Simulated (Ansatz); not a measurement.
```
atom    x (Å)    y (Å)    z (Å)
   W   0.0355   0.0321   0.0507
   H  -0.5538   0.7293   2.8060
   H   1.5541   0.4969   0.6632
   H   0.1698   1.6295   0.6249
   H  -1.5253   0.5685   0.5513
   H   0.8493  -1.3758   0.6238
   O  -0.0696  -0.1694  -1.8087
   H   0.2461   0.1746  -2.6513
   N  -0.1606  -0.1225   2.4051
   H  -0.7649  -0.8934   2.6942
   H   0.7473  -0.2774   2.8437
```

Core potentials replace the inner electrons of W.

Level of theory: UKS B3LYP-D4/def2-SVP (Ansatz 0.2.0).

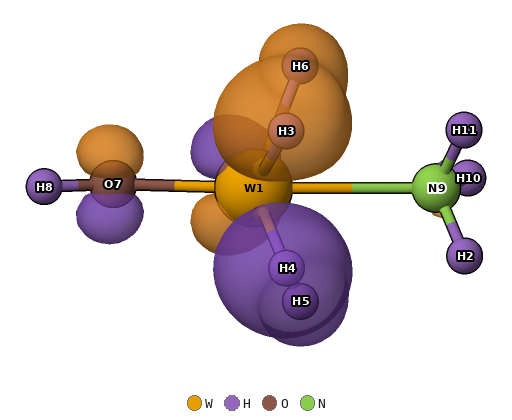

H$_{8}$NOW (doublet). The HOMO−1 (α) at ±0.15 Å⁻³ᐟ² (orange and purple are the two phases), seen at a tilt.

Question: Where does this orbital lie, and at what energy?

Answer: By Hirshfeld shares it lies mainly on W1 (about 40 %), H3 (about 20 %), H4 (about 20 %), H5 (about 10 %) and H6 (about 10 %). Its energy is −7.16 eV.
